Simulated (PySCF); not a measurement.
## Run report: C5H10BP, NMR shielding calculation

The run: NMR shielding calculation of C5H10BP. Method and program: GIAO PBE0/pcSseg-1 NMR shielding, non-relativistic, gas phase (PySCF 2.14.0).

The run did not end well. The geometry comes from this level: GFN2-xTB.

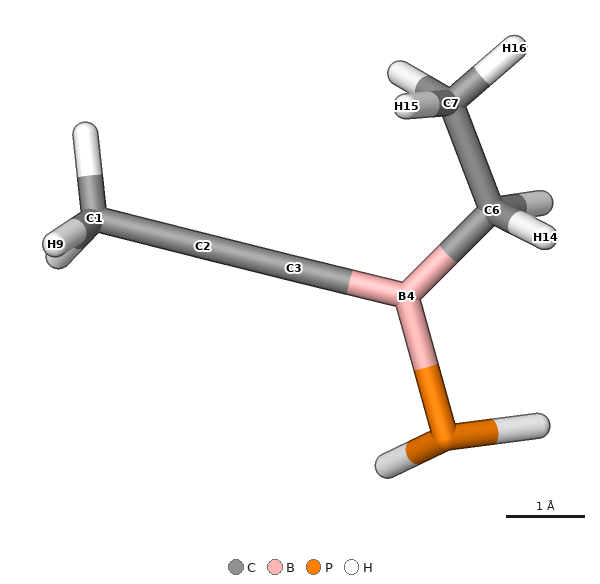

**Figure 1.** The structure as given in the input (stick view, seen at a tilt; atoms are numbered from 1 in the order of the input).

## Input
```
{"job": {"kind": "nmr", "xc": "PBE0", "basis": "pcSseg-1", "pop": true, "scf": {"diis": false, "max_cycle": 77}}, "charge": 0, "multiplicity": 1}
C      3.281740    -0.007519     0.339092
C      1.864819     0.265795     0.317183
C      0.676029     0.490264     0.303951
B     -0.794379     0.760864     0.284513
P     -1.399572     2.559619     0.367138
C     -1.850373    -0.421484     0.301575
C     -1.274979    -1.817568     0.543248
H      3.471419    -1.059194     0.122326
H      3.680413     0.227155     1.326439
H      3.794026     0.609436    -0.399667
H     -0.576475     3.097555    -0.606676
H     -2.498953     2.445064    -0.466863
H     -2.380865    -0.425145    -0.657645
H     -2.621487    -0.215811     1.052078
H     -0.789819    -1.865732     1.515448
H     -2.056908    -2.574510     0.511346
H     -0.531637    -2.056761    -0.213934
```

The first line tells a small driver script what to run in PySCF; the rest is the geometry in Å.

Run as:
```bash
OMP_NUM_THREADS=1 python <driver script> task.json out
```

## Output
```
final grid: 132896 points
cycle   1  E = -562.1951195252  dE =  6.348e-01  |g| = 4.620e-01  |ddm| = 3.867e+00
cycle   2  E = -562.1543225104  dE =  4.080e-02  |g| = 6.064e-01  |ddm| = 1.201e+00
cycle   3  E = -561.9370459426  dE =  2.173e-01  |g| = 1.108e+00  |ddm| = 1.585e+00
cycle   4  E = -561.0793422694  dE =  8.577e-01  |g| = 2.015e+00  |ddm| = 2.925e+00
cycle   5  E = -555.5949402320  dE =  5.484e+00  |g| = 4.071e+00  |ddm| = 4.875e+00
cycle   6  E = -493.9259644556  dE =  6.167e+01  |g| = 1.077e+01  |ddm| = 2.603e+01
cycle   7  E = -460.8119859821  dE =  3.311e+01  |g| = 1.640e+01  |ddm| = 2.859e+01
cycle   8  E = -282.5069418308  dE =  1.783e+02  |g| = 2.330e+01  |ddm| = 4.794e+01
cycle   9  E = -290.9377849366  dE = -8.431e+00  |g| = 2.145e+01  |ddm| = 5.150e+01
cycle  10  E = -154.7010910829  dE =  1.362e+02  |g| = 2.567e+01  |ddm| = 2.634e+01
[... 57 cycles left out ...]
cycle  68  E = -158.7296233962  dE =  1.152e+02  |g| = 2.561e+01  |ddm| = 2.660e+01
cycle  69  E = -273.9177920237  dE = -1.152e+02  |g| = 2.194e+01  |ddm| = 2.660e+01
cycle  70  E = -158.7296233962  dE =  1.152e+02  |g| = 2.561e+01  |ddm| = 2.660e+01
cycle  71  E = -273.9177920237  dE = -1.152e+02  |g| = 2.194e+01  |ddm| = 2.660e+01
cycle  72  E = -158.7296233962  dE =  1.152e+02  |g| = 2.561e+01  |ddm| = 2.660e+01
cycle  73  E = -273.9177920237  dE = -1.152e+02  |g| = 2.194e+01  |ddm| = 2.660e+01
cycle  74  E = -158.7296233962  dE =  1.152e+02  |g| = 2.561e+01  |ddm| = 2.660e+01
cycle  75  E = -273.9177920237  dE = -1.152e+02  |g| = 2.194e+01  |ddm| = 2.660e+01
cycle  76  E = -158.7296233962  dE =  1.152e+02  |g| = 2.561e+01  |ddm| = 2.660e+01
cycle  77  E = -273.9177920237  dE = -1.152e+02  |g| = 2.194e+01  |ddm| = 2.660e+01
SCF not converged, last energy = -273.9177920237
```

## Outcome

| quantity | value |
| --- | --- |
| outcome | not converged |
| total energy | −273.917792 hartree |
| HOMO | −122.36 eV |
| LUMO | −119.79 eV |
| dipole moment | 406.24 D |
| hardware | 1 CPU thread, shared host |
| wall time | 59 s |
| peak memory | 0.72 GiB |

## What went wrong

Some settings of this run were drawn to be unusual or wrong. The run did not converge. At least one of its steps failed, so the values that rest on that step are not results.
